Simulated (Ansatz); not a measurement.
The figure comes from a scan of BP (zinc blende): volume and axial ratio are varied about the relaxed values (subscript 0). Method: PBE (plane waves to 420 eV, PAW, scalar-relativistic; Ansatz, a quantum-chemistry and plane-wave program). k mesh 12×12×12 (Γ-centred), Fermi-Dirac smearing 0.05 eV. Energies are smeared free energies. BP was relaxed with its symmetry unable to fall. ΔE is measured from the relaxed starting cell.

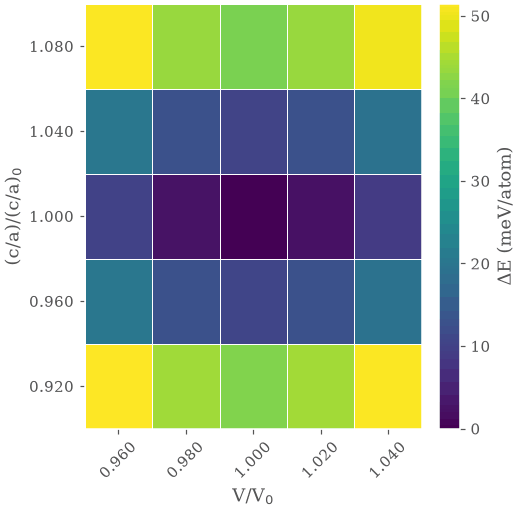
ΔE (meV/atom), one tile a computed point.

### Question
List the plotted points as numbers.

### Answer
To the nearest 5:

ΔE (meV/atom), with V/V₀ across and (c/a)/(c/a)₀ down:

```csv
(c/a)/(c/a)₀ \ V/V₀,0.960,0.980,1.000,1.020,1.040
0.920,50,45,40,45,50
0.960,20,15,10,15,20
1.000,10,0,0,0,10
1.040,20,15,10,15,20
1.080,50,45,40,45,50
```

(A scan under strain: stresses follow from slopes of the energy per volume, elastic moduli from its curvatures.)
